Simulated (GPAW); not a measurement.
**C$_{2}$H$_{4}$Si: excited-state calculation**

The run: excited-state calculation of C$_{2}$H$_{4}$Si, SMILES C#C[SiH3]. Method and program: RT-TDDFT (PBE)/dzp, scalar-relativistic datasets (GPAW 26.7.0).

The geometry comes from this level: PBE0-D4/def2-TZVP. Figures and captions count atoms from 1; the log counts them from 0 in places.

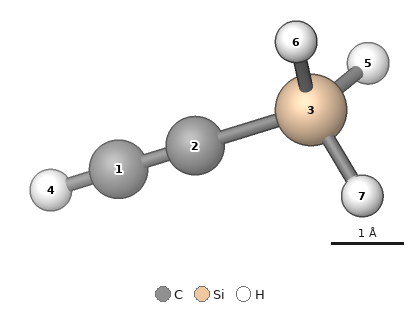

The structure as given in the input (ball-and-stick view, seen at a tilt; atoms are numbered from 1 in the order of the input).

The input (gs_rt.py)
```python
import numpy as np
from ase.io import read
from gpaw import GPAW
from gpaw.lcaotddft import LCAOTDDFT
from gpaw.lcaotddft.dipolemomentwriter import DipoleMomentWriter
from gpaw.tddft.spectrum import photoabsorption_spectrum
from gpaw.utilities.adjust_cell import adjust_cell

# Set up the molecule
mol = read('gs.sdf')
adjust_cell(mol, 4.5, h=0.3)

# Ground state
calc = GPAW(mode='lcao',
            basis='dzp',
            h=0.3,
            xc='PBE',
            occupations={'name': 'fermi-dirac', 'width': 0.01},
            convergence={'density': 1e-08},
            maxiter=200,
            symmetry='off',
            legacy_gpaw=True,
            txt='-')
mol.calc = calc
mol.get_potential_energy()
calc.write('gs.gpw', mode='all')

# Real-time TDDFT
td = LCAOTDDFT('gs.gpw', txt='td.txt')
DipoleMomentWriter(td, 'dm.dat')
td.absorption_kick([1e-05, 0.0, 0.0])
td.propagate(20, 600)
photoabsorption_spectrum('dm.dat', 'spec.dat', width=0.2, e_max=15, delta_e=0.1)
spec = np.loadtxt('spec.dat')
w, strength = spec[:, 0], spec[:, 1]
for i in range(1, len(w) - 1):
    if strength[i] > max(strength[i - 1], strength[i + 1], 0.02 * strength.max()):
        print(f'peak at {w[i]:6.2f} eV, S = {strength[i]:.4f} / eV')
```

File gs.sdf
```

     RDKit          3D

  7  6  0  0  0  0  0  0  0  0999 V2000
   -0.5807   -1.8714    0.1722 C   0  0  0  0  0  0  0  0  0  0  0  0
   -0.2185   -0.7265    0.0624 C   0  0  0  0  0  0  0  0  0  0  0  0
    0.3298    1.0043   -0.1038 Si  0  0  0  0  0  4  0  0  0  0  0  0
   -0.9010   -2.8835    0.2693 H   0  0  0  0  0  0  0  0  0  0  0  0
   -0.0945    1.5283   -1.4250 H   0  0  0  0  0  0  0  0  0  0  0  0
   -0.2817    1.8181    0.9749 H   0  0  0  0  0  0  0  0  0  0  0  0
    1.8079    1.0629    0.0044 H   0  0  0  0  0  0  0  0  0  0  0  0
  2  1  3  0
  3  2  1  0
  4  1  1  0
  5  3  1  0
  6  3  1  0
  7  3  1  0
M  END
$$$$
```

Launch command:
```bash
python gs_rt.py
```

Log
```
___ ___ ___ _ _ _
 |   |   |_  | | | |
 | | | | | . | | | |
 |__ |  _|___|_____|  26.7.0
 |___|_|

units:  Angstrom and eV
cores:  1
OpenMP: False

Versions:
  Python: 3.12.14
  ASE:    3.29.0
  Numpy:  2.5.5
  Scipy:  1.18.1
  Libxc:  7.0.0

        _gpaw.cpython-312-aarch64-linux-gnu.so

Input parameters:
  basis: dzp
  convergence: {density: 1e-08}
  h: 0.3
  maxiter: 200
  mode: lcao
  occupations: {name: fermi-dirac,
                width: 0.01}
  symmetry: off
  xc: PBE

System changes: positions, numbers, cell, pbc, initial_charges, initial_magmoms

Initialize ...

species:
  C:
    name:    Carbon
    Z:       6.0
    valence: 4
    core:    2
    charge:  0.0  # [|e|]
    file:    C.PBE.gz
    compensation charges:
      type: gauss
      rc: 0.20  # [Å]
      lmax: 2
    cutoffs:
      filter: 1.14  # [Å]
      core: 1.14  # [Å]
    projectors
    | kind |    occ | energy [eV] | rcut [Å] |
    |------|--------|-------------|----------|
    |   2s |  2.000 |     -13.751 |    0.635 |
    |   2p |  2.000 |      -5.284 |    0.635 |
    |    s |        |      13.461 |    0.635 |
    |    p |        |      21.927 |    0.635 |
    |    d |        |       0.000 |    0.635 |

    LCAO basis set for C:
      Name: dzp
      File: C.dzp.basis.gz
      Number of radial functions: 5
      Number of spherical harmonics: 13
        l=0, rc=5.5469 Bohr: 2s-sz confined orbital
        l=1, rc=6.6719 Bohr: 2p-sz confined orbital
        l=0, rc=3.0312 Bohr: 2s-dz split-valence wave
        l=1, rc=3.7500 Bohr: 2p-dz split-valence wave
        l=2, rc=6.6719 Bohr: d-type Gaussian polarization
      Number of RI-basis functions 0

  Si:
    name:    Silicon
    Z:       14.0
    valence: 4
    core:    10
    charge:  0.0  # [|e|]
    file:    Si.PBE.gz
    compensation charges:
      type: gauss
      rc: 0.33  # [Å]
      lmax: 2
    cutoffs:
      filter: 1.86  # [Å]
      core: 2.06  # [Å]
    projectors
    | kind |    occ | energy [eV] | rcut [Å] |
    |------|--------|-------------|----------|
    |   3s |  2.000 |     -10.812 |    1.058 |
    |   3p |  2.000 |      -4.081 |    1.058 |
    |    s |        |      16.399 |    1.058 |
    |    p |        |      23.130 |    1.058 |
    |    d |        |       0.000 |    1.058 |

    LCAO basis set for Si:
      Name: dzp
      File: Si.dzp.basis.gz
      Number of radial functions: 5
      Number of spherical harmonics: 13
        l=0, rc=6.8594 Bohr: 3s-sz confined orbital
        l=1, rc=9.0625 Bohr: 3p-sz confined orbital
        l=0, rc=3.8906 Bohr: 3s-dz split-valence wave
        l=1, rc=5.2344 Bohr: 3p-dz split-valence wave
        l=2, rc=9.0625 Bohr: d-type Gaussian polarization
      Number of RI-basis functions 0

  H:
    name:    Hydrogen
    Z:       1.0
    valence: 1
    core:    0
    charge:  0.0  # [|e|]
    file:    H.PBE.gz
    compensation charges:
      type: gauss
      rc: 0.15  # [Å]
      lmax: 2
    cutoffs:
      filter: 0.85  # [Å]
      core: 0.53  # [Å]
    projectors
    | kind |    occ | energy [eV] | rcut [Å] |
    |------|--------|-------------|----------|
    |   1s |  1.000 |      -6.494 |    0.476 |
    |    s |        |      20.717 |    0.476 |
    |    p |        |       0.000 |    0.476 |

    LCAO basis set for H:
      Name: dzp
      File: H.dzp.basis.gz
      Number of radial functions: 3
      Number of spherical harmonics: 5
        l=0, rc=6.4219 Bohr: 1s-sz confined orbital
        l=0, rc=3.6094 Bohr: 1s-dz split-valence wave
        l=1, rc=6.4219 Bohr: p-type Gaussian polarization
      Number of RI-basis functions 0

Reference energy: -9991.561130  # eV

Spin-paired calculation

Convergence criteria:
 Maximum [total energy] change in last 3 cyles: 0.0005 eV / valence electron
 Maximum integral of absolute [dens]ity change: 1e-08 electrons / valence electron
 Maximum integral of absolute [eigenst]ate change: 4e-08 eV^2 / valence electron
 Maximum number of scf [iter]ations: 200
 (Square brackets indicate name in SCF output, whereas a 'c' in
 the SCF output indicates the quantity has converged.)

Symmetries present (total): 1

  ( 1  0  0)
  ( 0  1  0)
  ( 0  0  1)

1 k-point (Gamma)
1 k-point in the irreducible part of the Brillouin zone
       k-points in crystal coordinates                weights
   0:     0.00000000    0.00000000    0.00000000          1/1

Wave functions: LCAO
  Diagonalizer: Serial LAPACK
  Atomic Correction: dense with blas
  Data-type: float

Occupation numbers: Fermi-Dirac:
  width: 0.0100  # eV

Eigensolver
   LCAO using direct dense diagonalizer

Densities:
  Coarse grid: 40*48*40 grid
  Fine grid: 80*96*80 grid
  Total Charge: 0.000000

Density mixing:
  Method: separate
  Backend: msr1
  Linear mixing parameter: 0.05
  old densities: 10
  Width of damping distribution: 1.1
  Damping of long wavelength oscillations: 1  # (no daming)

Hamiltonian:
  XC and Coulomb potentials evaluated on a 80*96*80 grid
  Using the PBE Exchange-Correlation functional
  Interpolation: tri-quintic (5. degree polynomial)
  Poisson solver: FastPoissonSolver using
    Stencil: 6*3+1=19 point O(h^6) finite-difference Laplacian
    FFT axes: []
    FST axes: [np.int64(0), np.int64(2), np.int64(1)]

XC parameters: PBE with 2 nearest neighbor stencil

Memory estimate:
  Process memory now: 174.78 MiB
  Calculator: 39.72 MiB
    Density: 27.04 MiB
      Arrays: 14.66 MiB
      Localized functions: 1.47 MiB
      Mixer: 10.91 MiB
    Hamiltonian: 9.70 MiB
      Arrays: 9.59 MiB
      XC: 0.00 MiB
      Poisson: 0.00 MiB
      vbar: 0.11 MiB
    Wavefunctions: 2.98 MiB
      C [qnM]: 0.01 MiB
      S, T [2 x qmm]: 0.05 MiB
      P [aqMi]: 0.00 MiB
      BasisFunctions: 2.92 MiB
      Eigensolver: 0.00 MiB

Total number of cores used: 1

Number of atoms: 7
Number of atomic orbitals: 59
Number of bands in calculation: 14
Number of valence electrons: 16
Bands to converge: occupied

... initialized

Initializing position-dependent things.

Density initialized from atomic densities
          .----------------------------.
         /|                            |
        / |                            |
       /  |                            |
      /   |                            |
     /    |                            |
    /     |                            |
   /      |                            |
  /       |                            |
 *        |         H                  |
 |        |                            |
 |        |          Si H              |
 |        |      CC H                  |
 |        |    H                       |
 |        |                            |
 |        .----------------------------.
 |       /                            /
 |      /                            /
 |     /                            /
 |    /                            /
 |   /                            /
 |  /                            /
 | /                            /
 |/                            /
 *----------------------------*

Atomic positions and initial magnetic moments

Positions:
   0 C      4.965850    5.861300    6.397250    ( 0.0000,  0.0000,  0.0000)
   1 C      5.328050    7.006200    6.287450    ( 0.0000,  0.0000,  0.0000)
   2 Si     5.876350    8.737000    6.121250    ( 0.0000,  0.0000,  0.0000)
   3 H      4.645550    4.849200    6.494350    ( 0.0000,  0.0000,  0.0000)
   4 H      5.452050    9.261000    4.800050    ( 0.0000,  0.0000,  0.0000)
   5 H      5.264850    9.550800    7.199950    ( 0.0000,  0.0000,  0.0000)
   6 H      7.354450    8.795600    6.229450    ( 0.0000,  0.0000,  0.0000)

Unit cell:
           periodic     x           y           z      points  spacing
  1. axis:    no    12.000000    0.000000    0.000000    40     0.3000
  2. axis:    no     0.000000   14.400000    0.000000    48     0.3000
  3. axis:    no     0.000000    0.000000   12.000000    40     0.3000

  Lengths:  12.000000  14.400000  12.000000
  Angles:   90.000000  90.000000  90.000000

Effective grid spacing dv^(1/3) = 0.3000

iter:   1 00:00:01   -33.635933        c
iter:   2 00:00:01   -33.318424        c -0.65
iter:   3 00:00:01   -31.735031        c -0.68
iter:   4 00:00:01   -31.709719        c -1.47
iter:   5 00:00:02   -31.708146        c -1.87
iter:   6 00:00:02   -31.706383c       c -2.15
iter:   7 00:00:02   -31.706120c       c -2.54
iter:   8 00:00:02   -31.706107c       c -3.39
iter:   9 00:00:03   -31.706106c       c -3.84
iter:  10 00:00:03   -31.706106c       c -4.46
iter:  11 00:00:03   -31.706106c       c -5.14
iter:  12 00:00:03   -31.706106c       c -5.47
iter:  13 00:00:03   -31.706106c       c -6.25
iter:  14 00:00:04   -31.706106c       c -7.07
iter:  15 00:00:04   -31.706106c       c -7.36
iter:  16 00:00:04   -31.706106c       c -8.24c

Converged after 16 iterations.

Dipole moment: (-0.019929, -0.061497, 0.005796) |e|*Ang

Energy contributions relative to reference atoms: (reference = -9991.561130)

Kinetic:        +29.251256
Potential:      -31.212408
External:        +0.000000
XC:             -31.002253
Entropy (-ST):   -0.000000
Local:           +1.257300
SIC:             +0.000000
--------------------------
Free energy:    -31.706106
Extrapolated:   -31.706106

 Band  Eigenvalues  Occupancy
    0    -18.59792    2.00000
    1    -14.42322    2.00000
    2    -12.90134    2.00000
    3     -9.72359    2.00000
    4     -8.76823    2.00000
    5     -8.76306    2.00000
    6     -6.94178    2.00000
    7     -6.91784    2.00000
    8     -0.74421    0.00000
    9     -0.72634    0.00000
   10      0.62521    0.00000
   11      1.85285    0.00000
   12      2.34010    0.00000
   13      2.35359    0.00000

Fermi level: -6.35710

Gap: 6.174 eV
Transition (v -> c):
  (s=0, k=0, n=7, [0.00, 0.00, 0.00]) -> (s=0, k=0, n=8, [0.00, 0.00, 0.00])
No difference between direct/indirect transitions
Writing to gs.gpw (mode='all')

Calculating photoabsorption spectrum from file "dm.dat"
Sinc contamination 0.001297209297314963
Sinc contamination 0.00129721
Calculated photoabsorption spectrum saved to file "spec.dat"
peak at   8.20 eV, S = 0.4592 / eV
peak at   9.70 eV, S = 0.3465 / eV
peak at  10.80 eV, S = 0.9555 / eV
peak at  12.20 eV, S = 3.8270 / eV
peak at  13.30 eV, S = 0.3885 / eV
peak at  14.10 eV, S = 0.5408 / eV
```

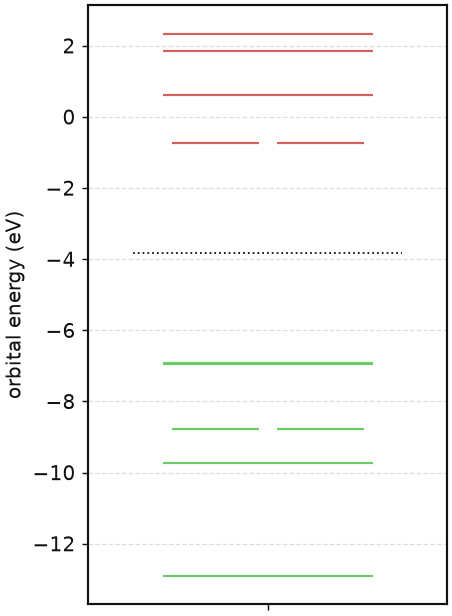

Orbital energies near the frontier; the dotted line parts filled from empty levels, and levels within 0.02 eV of each other stand side by side. Highest filled −6.92 eV, lowest empty −0.74 eV, 6.18 eV apart.

Summary

| quantity | value |
| --- | --- |
| outcome | converged |
| energy relative to the program's reference atoms | −31.7061 eV |
| basis functions | 59 |
| HOMO | −6.92 eV |
| LUMO | −0.74 eV |
| dipole moment | 0.31 D |
| hardware | 1 thread of Arm Neoverse V1, 24 GiB of memory available, shared host |
| wall time | 4.6 min |
| peak memory | 0.26 GiB |

Remarks

On so coarse a grid the energy depends on the position of the molecule, which gives spurious forces.
